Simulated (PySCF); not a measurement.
## A study: C$_{3}$H$_{8}$O, SMILES `C.CC=O`

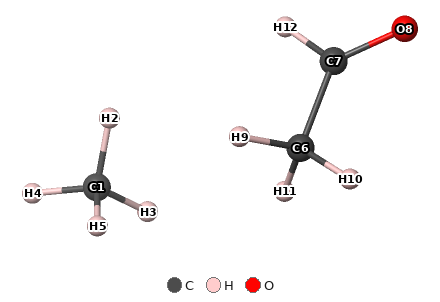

The molecule, with its atoms numbered as below. The pair's geometry is semi-empirical, so its contact may be too short or too long.

Coordinates in Å:

```
C1      -3.1216    0.2487   -0.0275
H2      -2.4549    0.8593    0.5673
H3      -2.8878    0.3725   -1.0771
H4      -4.1436    0.5568    0.1493
H5      -3.0079   -0.7912    0.2504
C6       0.4943   -0.9557    0.0180
C7       1.2408    0.3370    0.0901
O8       2.4164    0.4762   -0.0901
H9       0.0079   -1.1411    0.9739
H10      1.1640   -1.7765   -0.2236
H11     -0.2853   -0.8753   -0.7371
H12      0.5952    1.2053    0.3344
```

## 1. Bonding charge

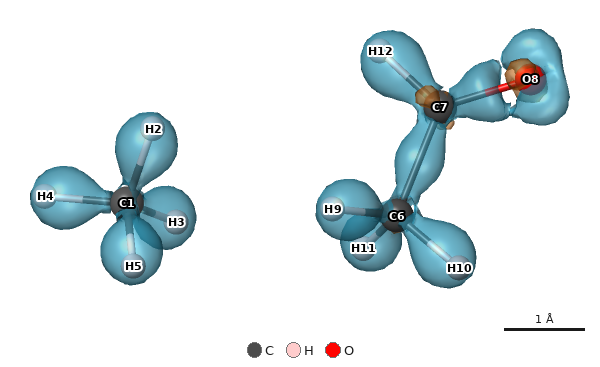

Deformation density (molecule less spherical, spin-averaged free atoms at the same positions), surfaces at ±0.26 e/Å³; light blue: gain, orange: loss.

Computed with PySCF, r2SCAN/def2-SVPD, geometry: GFN2-xTB.

**Describe the bonding that the map shows.**

The five largest and four smallest: C7–H12: +0.71 e/Å³ at the bond critical point (bond length 1.11 Å). C6–H10: +0.67 e/Å³ at the bond critical point (bond length 1.09 Å). C1–H4: +0.65 e/Å³ at the bond critical point (bond length 1.08 Å). C1–H5: +0.65 e/Å³ at the bond critical point (bond length 1.08 Å). C1–H3: +0.65 e/Å³ at the bond critical point (bond length 1.08 Å). C6–H11: +0.63 e/Å³ at the bond critical point (bond length 1.09 Å). C6–H9: +0.63 e/Å³ at the bond critical point (bond length 1.09 Å). C7–O8: +0.61 e/Å³ at the bond critical point (bond length 1.20 Å). C6–C7: +0.52 e/Å³ at the bond critical point (bond length 1.49 Å). In all, 2.4 electrons gather in the regions of gain relative to the promolecule.

**Where do the Hirshfeld charges lie?**

The highest Hirshfeld charge is on C7 (+0.14 e), the lowest on O8 (−0.24 e).

```tsv
atom	charge (e)
C1	−0.16
H2	+0.04
H3	+0.04
H4	+0.04
H5	+0.04
C6	−0.10
C7	+0.14
O8	−0.24
H9	+0.06
H10	+0.05
H11	+0.06
H12	+0.03
```

## 2. Local ionisation energy

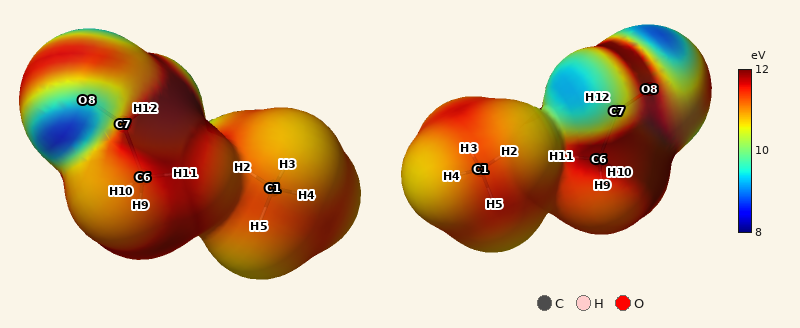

Average local ionisation energy on the surface of electron density 0.001 a.u. (back view left, front view right).

**Where are the most loosely bound electrons on this surface?**

The lowest value is 8.7 eV, near O8 (1.87 Å) and H10 (2.04 Å). Further minima include 8.9 eV, 1.8 Å from O8; 9.3 eV, 1.4 Å from H12; 10.7 eV, 1.4 Å from H4. For comparison, the highest occupied orbital lies at −6.3 eV.

**What volume does the surface enclose, and what is the dipole moment?**

About 109 Å³; the dipole moment is 3.0 D.

## 3. Weak contacts

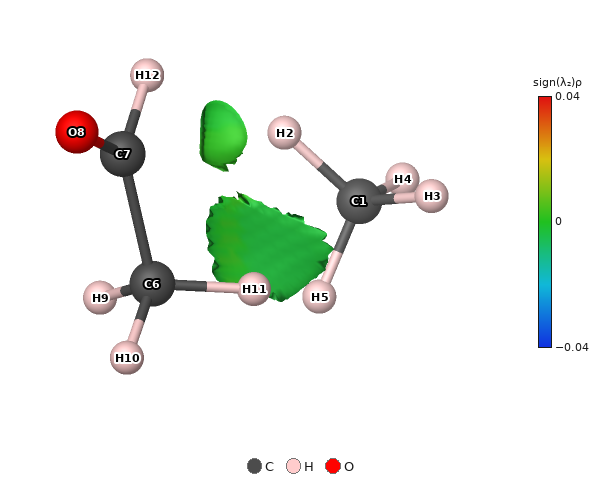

Non-covalent interaction surfaces between the fragments (reduced density gradient s = 0.5, coloured by sign(λ₂)ρ in a.u.; trimmed to the region between the fragments where ρ is under 0.06 a.u.). Fragment A: H4C (atoms 1–5); fragment B: H4C2O.

**Interpret the surfaces between the fragments.**

Bond critical points between the fragments: C1···H11, C–H···C contact, 3.13 Å, ρ = 0.003 a.u. It is weak and appears green (van der Waals range). The pose is a local one from a semi-empirical search, not shown to be the most stable.

**How strongly are they bound?**

The counterpoise-corrected interaction energy of the frozen fragments is −0.4 kcal/mol without dispersion correction and −0.8 kcal/mol with D3(BJ). The pair geometry is semi-empirical, not a minimum at this level.

## 4. Binding density

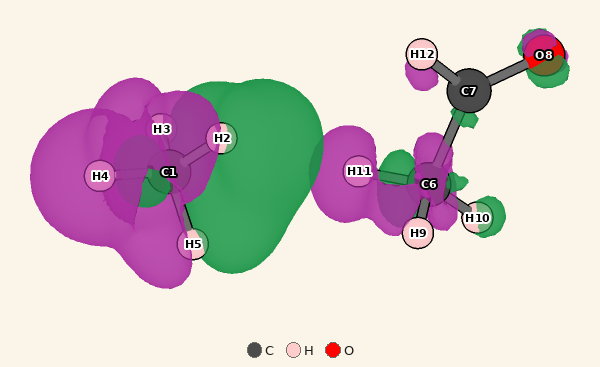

Density of the complex less the densities of the two fragments at the same geometry, ±0.0005 e/Å³ (green: gain, purple: loss). Fragment A: H4C (atoms 1–5); fragment B: H4C2O.

**Which way does charge flow?**

Hirshfeld charges show almost no net transfer (under 0.005 e). 0.01 e is displaced in all, which induces a dipole of 0.12 D.

The PySCF runs shown took 18 s and 46 s on 1 thread of Intel(R) Xeon(R) 6975P-C (Granite Rapids) (shared host).
